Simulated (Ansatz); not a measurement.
# BH6NOSi: how energies converge with the basis set

Aim: see how fast density functionals converge with the basis set for BH6NOSi.

Method: one geometry, several basis sets; program: Ansatz 0.2.0, Gaussian basis.

The runs, in order: PBE0-D4/def2-SVP; ωB97M-V/def2-SVP; PBE0-D4/def2-QZVPP; ωB97M-V/def2-QZVPP; the functionals' def2-TZVPP values are taken from earlier runs.

## (1) The geometry

The geometry comes from an earlier relaxation with PBE0-D4 in a triple-zeta def2 set; it is a stationary point, not always the lowest conformer.

10 atoms, charge 0, spin multiplicity 1.

Atoms are counted from 1 here; the program's logs count them from 0.

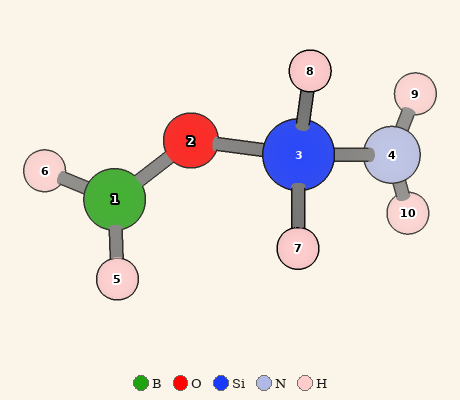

The structure; boron green, oxygen red, silicon blue, nitrogen light blue, hydrogen pink; atoms are numbered from 1 in the order of the file.

## (2) PBE0-D4 in def2-SVP

The input, in.yaml:

```yaml
crystal:
  periodic: [false, false, false]
  atoms:
    - {symbol: B, position_ang: [-1.769474, 1.017169, 0.053754]}
    - {symbol: O, position_ang: [-0.784415, 0.361759, -0.583826]}
    - {symbol: Si, position_ang: [0.819182, 0.117310, -0.205313]}
    - {symbol: N, position_ang: [1.222061, -1.502171, 0.110859]}
    - {symbol: H, position_ang: [-1.550336, 1.568836, 1.102793]}
    - {symbol: H, position_ang: [-2.859906, 1.033284, -0.446902]}
    - {symbol: H, position_ang: [1.118355, 0.916072, 1.007588]}
    - {symbol: H, position_ang: [1.569926, 0.553452, -1.402321]}
    - {symbol: H, position_ang: [1.304705, -2.180400, -0.627972]}
    - {symbol: H, position_ang: [1.013003, -1.936512, 0.994239]}
basis:
  gaussian: {orbitals: def2-SVP}
hamiltonian: {xc: pbe0, dispersion: d4}
output: {orbitals: {seedname: orbitals}}
```

Started as:

```sh
$ ansatz run in.yaml --threads 2 --pin off --events-out ev --progress --plain --max-ram 4352MiB
```

The runs that follow: ωB97M-V in def2-SVP; PBE0-D4 in def2-QZVPP; ωB97M-V in def2-QZVPP.

Before running them: what should the planned runs give, taken together? Wanted: PBE0-D4: double and triple zeta above quadruple; ωB97M-V: double and triple zeta above quadruple.

As calculated:

| quantity | value |
| --- | --- |
| PBE0-D4: double and triple zeta above quadruple | 8.65, 0.55 eV |
| ωB97M-V: double and triple zeta above quadruple | 8.82, 0.51 eV |

PBE0-D4 gains 8.10 eV from double to triple zeta, then 0.55 eV more. These are total energies; as a rule much of such shifts cancels in differences, which this series doesn't test. The LUMO of ωB97M-V is positive and keeps falling with the basis (1.87 to 1.14 eV): an unbound level that the basis holds in place.
